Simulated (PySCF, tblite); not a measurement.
**C8H11NSi: geometry, infrared bands and NMR shifts**

What infrared bands and NMR shifts should C8H11NSi (`N#CCC1=C[SiH2][C@H]2C[C@@H]1C2`) show?

Computed with tblite 0.8.0 and PySCF 2.14.0, with density-fitted response routines of our own, on a single molecule in the gas phase. Atoms count from 0, in the outputs and in this text.

### Step 1. The starting structure

21 atoms, charge 0, multiplicity 1; geometry from: force field or distance geometry start.

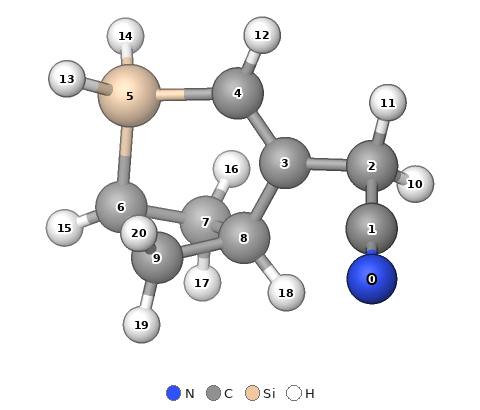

As it starts; nitrogen blue, carbon grey, silicon light orange, hydrogen white, atoms numbered.

### Step 2. Geometry optimisation with GFN2-xTB

What the job is given:

```
{"job": {"kind": "relax", "xc": "GFN2-xTB", "basis": "xTB"}, "charge": 0, "multiplicity": 1}
N      3.259800    -1.077800     1.878400
C      2.867200    -0.718200     0.823000
C      2.407500    -0.260000    -0.473200
C      0.961500     0.102000    -0.325400
C      0.501600     1.344100    -0.547600
Si    -1.323000     1.704900    -0.329200
C     -1.994300     0.030000     0.191200
C     -1.296000    -0.926300    -0.751700
C     -0.072900    -0.885400     0.112600
C     -0.971300    -0.443600     1.227300
H      2.475400    -1.068000    -1.226200
H      2.978600     0.654300    -0.789200
H      1.183800     2.139700    -0.867600
H     -1.506100     2.704500     0.746000
H     -1.872100     2.129400    -1.599700
H     -3.031800    -0.072400     0.416000
H     -1.175600    -0.579200    -1.785100
H     -1.783200    -1.938800    -0.651900
H      0.387100    -1.869600     0.297300
H     -1.400700    -1.311700     1.767400
H     -0.604400     0.359100     1.886700
```

Launch:

```bash
$ OMP_NUM_THREADS=1 python probes_run.py task.json out
```

The driver reads the jobs from task.json and runs them one after another.

The program printed:

```text
step      E/eV     max force
  0    -742.73429    4.494
  1    -742.41886   15.757
  2    -743.00400    1.899
  3    -743.06159    1.011
  4    -743.10637    0.461
  5    -743.15275    1.117
  6    -743.16869    0.575
  7    -743.17940    0.305
  8    -743.18671    0.472
  9    -743.19236    0.372
 10    -743.19539    0.158
 11    -743.19776    0.149
 12    -743.20041    0.308
 13    -743.20343    0.318
 14    -743.20554    0.184
 15    -743.20653    0.060
 16    -743.20702    0.086
 17    -743.20745    0.096
 18    -743.20786    0.057
 19    -743.20813    0.040
 20    -743.20827    0.029
 21    -743.20837    0.031
 22    -743.20847    0.027
 23    -743.20856    0.021
 24    -743.20863    0.026
 25    -743.20869    0.024
 26    -743.20873    0.018
 27    -743.20878    0.017
 28    -743.20883    0.020
 29    -743.20886    0.020
 30    -743.20889    0.012
 31    -743.20892    0.012
 32    -743.20894    0.014
 33    -743.20895    0.011
 34    -743.20897    0.011
 35    -743.20899    0.013
 36    -743.20901    0.017
 37    -743.20903    0.014
 38    -743.20904    0.009
```

Run time: 0.58 s. Hardware: 1 thread of Arm Neoverse N1, shared host; peak memory 0.18 GiB.

Along the way: (not every step is listed) (the energy doesn't fall at every step)

| step | energy from step 0 (eV) | largest force (eV/Å) |
| --- | --- | --- |
| 0 | 0.0000 | 4.4939 |
| 1 | 0.3154 | 15.7566 |
| 2 | -0.2697 | 1.8988 |
| 3 | -0.3273 | 1.0111 |
| 4 | -0.3721 | 0.4606 |
| 5 | -0.4185 | 1.1165 |
| 6 | -0.4344 | 0.5746 |
| 7 | -0.4451 | 0.3054 |
| 8 | -0.4524 | 0.4719 |
| 10 | -0.4611 | 0.1576 |
| 12 | -0.4661 | 0.3080 |
| 14 | -0.4713 | 0.1839 |
| 16 | -0.4727 | 0.0865 |
| 18 | -0.4736 | 0.0572 |
| 20 | -0.4740 | 0.0289 |
| 22 | -0.4742 | 0.0269 |
| 24 | -0.4743 | 0.0258 |
| 26 | -0.4744 | 0.0179 |
| 28 | -0.4745 | 0.0201 |
| 30 | -0.4746 | 0.0122 |
| 32 | -0.4746 | 0.0141 |
| 33 | -0.4747 | 0.0112 |
| 34 | -0.4747 | 0.0110 |
| 35 | -0.4747 | 0.0135 |
| 36 | -0.4747 | 0.0174 |
| 37 | -0.4747 | 0.0142 |
| 38 | -0.4747 | 0.0094 |

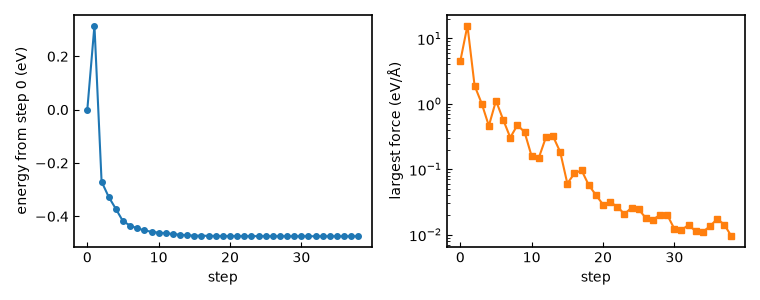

Energy and largest force along the relaxation.

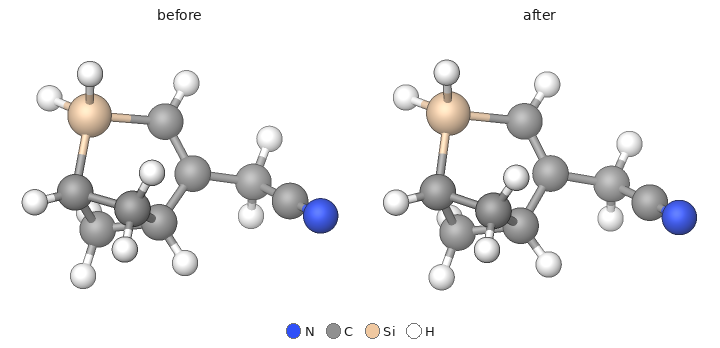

The geometry before (left) and after (right).

Distances of close pairs at the start and the end, largest changes first:

```
  bond  before (Å)  after (Å)  change (Å)
 C7–C8       1.498      1.540      +0.042
 C8–C9       1.498      1.540      +0.042
 N0–C1       1.182      1.143      -0.039
C7–H17       1.128      1.090      -0.038
C2–H11       1.123      1.093      -0.030
 C6–C7       1.514      1.537      +0.023
C6–H15       1.067      1.089      +0.022
Si5–C6       1.878      1.898      +0.020
```

The final coordinates are the input of the step that follows.

### Step 3. Harmonic vibrations with GFN2-xTB

What the job is given:

```
{"job": {"kind": "ir", "xc": "GFN2-xTB", "basis": "xTB"}, "charge": 0, "multiplicity": 1}
N      3.236995    -1.078031     1.841280
C      2.858743    -0.720050     0.823735
C      2.354993    -0.263973    -0.447743
C      0.906746     0.146719    -0.308726
C      0.485242     1.387659    -0.545776
Si    -1.341103     1.786026    -0.342839
C     -1.927731     0.059080     0.183217
C     -1.298816    -0.965140    -0.774245
C     -0.045029    -0.930954     0.120099
C     -0.960528    -0.452534     1.262417
H      2.444416    -1.086273    -1.166598
H      2.968609     0.573866    -0.789860
H      1.197020     2.143852    -0.848741
H     -1.568349     2.776497     0.712962
H     -1.948684     2.191574    -1.615070
H     -2.991639    -0.051909     0.386736
H     -1.161401    -0.670496    -1.814630
H     -1.794464    -1.934911    -0.736160
H      0.475171    -1.877908     0.278289
H     -1.365664    -1.290290     1.828778
H     -0.533446     0.274140     1.952404
```

The program printed:

```text
mode    cm-1     km/mol
  1      38.3      4.77
  2      73.4      4.09
  3     162.7      2.22
  4     201.9      0.94
  5     291.7      1.77
  6     295.5      1.26
  7     339.6      8.96
  8     349.4      1.29
  9     378.0      4.01
 10     421.4      3.83
 11     491.5     57.00
 12     532.4     41.45
 13     544.5      5.52
 14     624.7    110.43
 15     648.8     12.86
 16     696.3     48.07
 17     767.9    248.50
 18     778.5    117.60
 19     810.5     20.22
 20     819.6     49.44
 21     846.6     15.30
 22     866.4      0.29
 23     924.3     11.43
 24     988.8      9.10
 25     997.5      5.74
 26    1001.6      0.44
 27    1026.4      4.40
 28    1037.1      9.41
 29    1066.3      2.24
 30    1091.2      7.03
 31    1106.8      4.18
 32    1118.1      7.12
 33    1139.1      5.33
 34    1164.1      0.74
 35    1224.2      1.11
 36    1237.0     21.21
 37    1237.6      9.37
 38    1248.9      6.52
 39    1260.7      3.43
 40    1270.4      3.50
 41    1345.2      6.22
 42    1413.8      7.97
 43    1481.8      0.24
 44    1494.9      0.29
 45    1661.7     85.47
 46    2232.6    408.84
 47    2247.5    296.43
 48    2409.8    233.20
 49    2930.9      8.92
 50    2957.7     40.87
 51    2966.0     10.61
 52    2973.8     51.41
 53    2976.4     57.78
 54    2984.3     28.12
 55    2991.8     87.26
 56    2998.8     67.19
 57    3046.4     51.30
```

Run time: 1.7 s. Hardware: 1 thread of Arm Neoverse N1, shared host; peak memory 0.18 GiB.

Which atoms move in the most intense modes:

| cm⁻¹ | km/mol | atoms |
| --- | --- | --- |
| 625 | 110.4 | H14 33 %, H13 30 %, C3 13 % |
| 768 | 248.5 | H14 44 %, H13 43 % |
| 778 | 117.6 | C4 16 %, Si5 14 %, C6 11 % |
| 1662 | 85.5 | C3 56 %, C4 40 % |
| 2233 | 408.8 | H14 93 % |
| 2248 | 296.4 | H13 94 % |
| 2410 | 233.2 | C1 60 %, N0 39 % |
| 2992 | 87.3 | H17 57 %, H20 17 %, H16 10 % |

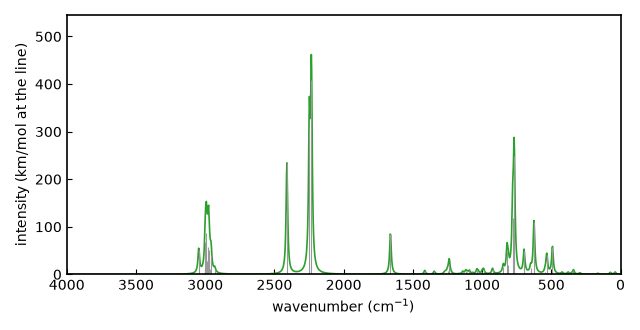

The infrared spectrum from these modes, unscaled. Lines are broadened to a width of 14 cm⁻¹ (Lorentzian).

### Step 4. Nuclear shieldings: PBE0/pcSseg-1

The job, as its differences from that of step 3:

```diff
@@ -1,2 +1,2 @@
-{"job": {"kind": "ir", "xc": "GFN2-xTB", "basis": "xTB"}, "charge": 0, "multiplicity": 1}
+{"job": {"kind": "nmr", "xc": "PBE0", "basis": "pcSseg-1"}, "charge": 0, "multiplicity": 1}
 N      3.236995    -1.078031     1.841280
```

Level: GIAO PBE0/pcSseg-1 NMR shielding, non-relativistic, gas phase.

The program printed:

```text
coarse grid: 18200 points
cycle   1  E = -654.8960274059  dE =  1.548e+00  |g| = 5.678e-01  |ddm| = 4.331e+00
cycle   2  E = -654.7248964058  dE =  1.711e-01  |g| = 1.053e+00  |ddm| = 1.396e+00
cycle   3  E = -654.9717514540  dE = -2.469e-01  |g| = 1.811e-01  |ddm| = 9.082e-01
cycle   4  E = -654.9786231110  dE = -6.872e-03  |g| = 6.201e-02  |ddm| = 1.922e-01
cycle   5  E = -654.9794881747  dE = -8.651e-04  |g| = 1.383e-02  |ddm| = 7.251e-02
cycle   6  E = -654.9795317620  dE = -4.359e-05  |g| = 2.962e-03  |ddm| = 1.734e-02
cycle   7  E = -654.9795339046  dE = -2.143e-06  |g| = 7.990e-04  |ddm| = 3.998e-03
final grid: 171680 points
cycle   8  E = -655.0406545442  dE = -4.864e-05  |g| = 9.064e-03  |ddm| = 4.703e-02
cycle   9  E = -655.0406402895  dE =  1.425e-05  |g| = 1.176e-02  |ddm| = 2.186e-02
cycle  10  E = -655.0406757553  dE = -3.547e-05  |g| = 1.359e-03  |ddm| = 1.347e-02
cycle  11  E = -655.0406761571  dE = -4.018e-07  |g| = 4.494e-04  |ddm| = 1.636e-03
cycle  12  E = -655.0406762010  dE = -4.393e-08  |g| = 1.612e-04  |ddm| = 4.933e-04
cycle  13  E = -655.0406762061  dE = -5.121e-09  |g| = 7.238e-05  |ddm| = 1.682e-04
cycle  14  E = -655.0406762072  dE = -1.023e-09  |g| = 2.346e-05  |ddm| = 6.491e-05
cycle  15  E = -655.0406762073  dE = -1.207e-10  |g| = 3.846e-06  |ddm| = 2.145e-05
converged SCF energy = -655.0406762073

GIAO shielding tensors (ppm)
atom      isotropic    diamagn.    paramagn.     s11        s22        s33       span
  0 N      -32.997     339.626    -372.623   -207.472   -189.921    298.402    505.874
  1 C       65.393     260.483    -195.091    -48.577    -46.314    291.069    339.646
  2 C      155.196     245.894     -90.698    135.511    152.926    177.152     41.641
  3 C       14.025     260.371    -246.346   -116.973     15.710    143.337    260.310
  4 C       65.702     256.273    -190.571    -46.145     76.496    166.755    212.900
  5 Si     394.560     880.492    -485.932    368.359    386.570    428.750     60.391
  6 C      170.692     257.511     -86.819    148.600    178.824    184.652     36.052
  7 C      150.582     250.580     -99.998    133.500    153.881    164.365     30.865
  8 C      147.262     247.368    -100.107    138.112    150.072    153.601     15.489
  9 C      149.884     249.749     -99.866    132.265    153.428    163.957     31.693
 10 H       28.615      27.316       1.299     25.281     27.385     33.180      7.899
 11 H       28.757      27.365       1.392     24.532     28.355     33.383      8.851
 12 H       25.954      31.911      -5.957     24.437     24.721     28.704      4.267
 13 H       27.127      29.020      -1.893     24.199     24.420     32.761      8.562
 14 H       27.154      28.891      -1.737     24.093     24.494     32.875      8.782
 15 H       29.860      31.970      -2.111     25.270     27.029     37.279     12.009
 16 H       30.015      31.822      -1.807     26.567     27.639     35.838      9.271
 17 H       28.983      32.138      -3.156     26.038     26.533     34.378      8.339
 18 H       29.074      34.539      -5.465     23.881     28.720     34.619     10.737
 19 H       28.899      32.595      -3.696     25.896     26.774     34.026      8.130
 20 H       29.829      32.552      -2.723     26.850     27.352     35.284      8.434
```

It took 90 s on 1 thread of Arm Neoverse N1, shared host; peak memory 1.1 GiB.

Shifts follow as δ = σ(reference) − σ, with reference shieldings (ppm) from runs at the same level and on the same kind of geometry: ¹H TMS 31.72, ¹³C TMS 186.9, ²⁹Si TMS 349.2, ¹⁵N NH3 267.7. The references are single molecules in the gas phase, so shifts against H2O, NH3, PH3, H3PO4 or CFCl3 are not on the usual liquid scales and can be off by tens of ppm. Atoms listed in one row are averaged.

```csv
atoms,environment,σ (ppm),δ (ppm),δ scaled to CDCl3
C3,fully substituted alkene carbon,14.0,172.9,166.8
C1,nitrile carbon,65.4,121.5,116.7
C4,alkene CH,65.7,121.2,116.4
C8,allylic sp3 CH,147.3,39.7,36.8
"C7, C9",sp3 CH2 in a ring,150.2,36.7,33.9
C2,allylic sp3 CH2,155.2,31.7,29.1
C6,sp3 CH bonded to Si,170.7,16.2,13.9
H12,hydrogen on an alkene CH,25.95,5.76,5.54
"H13, H14","hydrogen on a silicon bonded to 2 C, in a 6-membered ring",27.14,4.58,–
"H10, H11",hydrogen on an allylic sp3 CH2,28.69,3.03,2.96
"H17, H19",hydrogen on an sp3 CH2 in a ring,28.94,2.78,2.72
H18,hydrogen on an allylic sp3 CH,29.07,2.64,2.60
H15,hydrogen on an sp3 CH bonded to Si,29.86,1.86,1.86
"H16, H20",hydrogen on an sp3 CH2 in a ring,29.92,1.80,1.80
N0,nitrile nitrogen,-33.0,300.7,–
Si5,"silicon bonded to 2 C, 2 H, in a 6-membered ring",394.6,-45.4,–
```

The scaled column applies a straight-line fit of computed shieldings to shifts measured in CDCl3 (root-mean-square error 0.16 ppm for H, 1.9 ppm for C).

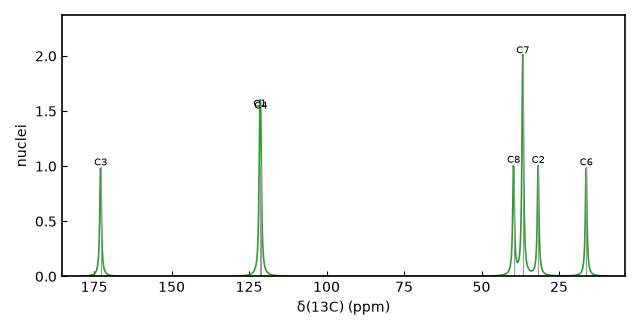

¹³C lines at the computed shifts, without couplings. Lines are broadened to a width of 0.63 ppm (Lorentzian).

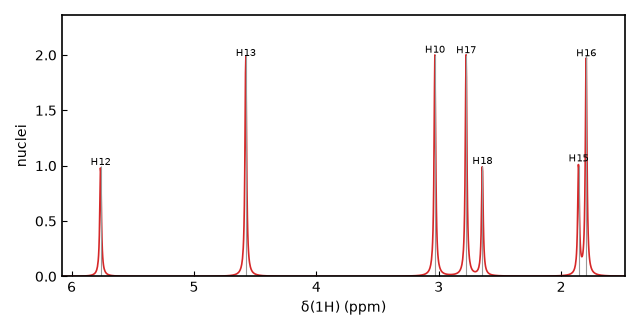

¹H lines at the computed shifts, without couplings. Lines are broadened to a width of 0.02 ppm (Lorentzian).

Charges from the same density, by scheme (e):

```csv
atoms,Mulliken,IAO,Hirshfeld,ESP fit
N0,-0.25,-0.25,-0.23,-0.50
C1,0.05,0.14,0.09,0.51
C2,-0.07,-0.30,-0.04,-0.62
C3,-0.25,0.05,0.03,0.15
C4,-0.30,-0.46,-0.15,-0.36
Si5,0.69,0.75,0.34,0.32
C6,-0.52,-0.38,-0.11,0.00
"C7, C9",-0.06,-0.25,-0.07,-0.37
C8,-0.27,-0.13,-0.03,0.21
```

IAO charges:

N0 -0.25; C1 0.14; C2 -0.30; C3 0.05; C4 -0.46; Si5 0.75; C6 -0.38; C7 -0.25; C8 -0.13; C9 -0.25; H10 0.18; H11 0.18; H12 0.15; H13 -0.12; H14 -0.12; H15 0.14; H16 0.13; H17 0.14; H18 0.13; H19 0.14; H20 0.13

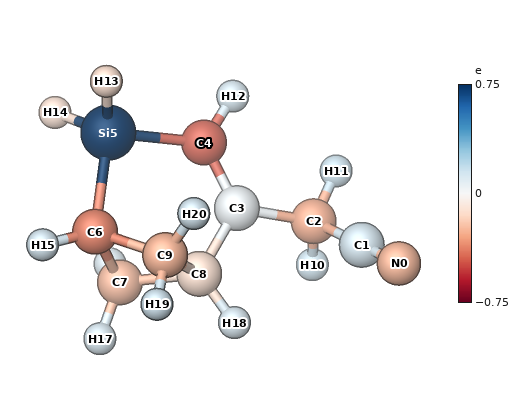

IAO charges, as colours on the atoms.

Mayer bond orders: N0–C1 3.05, C1–C2 1.00, C2–C3 1.04, C3–C4 1.92, C4–Si5 0.88, Si5–C6 0.88, C6–C7 0.97, C7–C8 0.97, C8–C9 0.96, C8–C3 0.94, C9–C6 0.96.

Ring of atoms C3, C4, Si5, C6, C7, C8: NICS(0) 0.9, NICS(1) -2.8, NICS(1)zz 0.5 ppm (means of both faces; NICS(1) differs between them: -4.1 and -1.5).

Ring of atoms C6, C7, C8, C9: NICS(0) -0.9, NICS(1) 0.0, NICS(1)zz 0.7 ppm (means of both faces).

### Step 5. Summary of results

```
                                                               quantity                                            value
                              strongest single infrared mode (GFN2-xTB)                            2233 cm⁻¹, 409 km/mol
                                           zero-point energy (GFN2-xTB)                                   103.3 kcal/mol
¹³C shifts against TMS (PBE0/pcSseg-1, means over atoms taken as alike)  172.9, 121.5, 121.2, 39.7, 36.7, 31.7, 16.2 ppm
 ¹H shifts against TMS (PBE0/pcSseg-1, means over atoms taken as alike)     5.76, 4.58, 3.03, 2.78, 2.64, 1.86, 1.80 ppm
                                 ¹⁵N shifts against NH3 (PBE0/pcSseg-1)                                        300.7 ppm
                                ²⁹Si shifts against TMS (PBE0/pcSseg-1)                                        -45.4 ppm
```

In words: The optimisation took 38 steps and gained 0.475 eV; among the close pairs (by a distance rule), C7–C8 changed most, from 1.498 to 1.540 Å. No mode is imaginary among the 57: a minimum at this level. The strongest single mode, at 2233 cm⁻¹, moves mainly H14. Unscaled tight-binding wavenumbers are off by several per cent, some by more. Its intensities can rank the bands wrongly. H12 (hydrogen on an alkene CH) lies farthest downfield among hydrogen, at 5.76 ppm; attached to an sp2 carbon and in the plane of the double bond. At PBE0/pcSseg-1: The largest span, 506 ppm, is at N0, where the paramagnetic term is -373 ppm.
